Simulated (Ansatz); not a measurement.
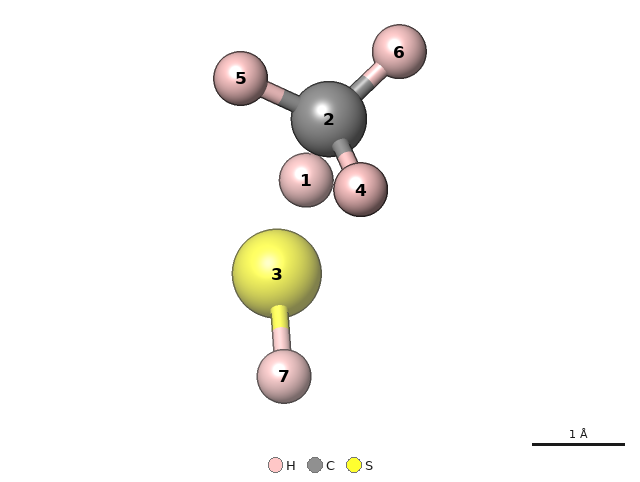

(Drawn from a calculation with Ansatz.)

Orthographic view. Depth is shown by fading: the farther an atom, the more it takes the colour of the background. State: neutral, doublet. Geometry: start.

List all interatomic distances (Å) as a matrix.

```tsv
atom	H1	C2	S3	H4	H5	H6	H7
H1	0.00						
C2	1.39	0.00					
S3	1.80	3.18	0.00				
H4	1.98	1.10	3.57	0.00			
H5	1.97	1.10	3.62	1.84	0.00		
H6	1.97	1.10	3.65	1.84	1.84	0.00	
H7	2.26	3.41	1.35	3.39	3.93	4.10	0.00
```
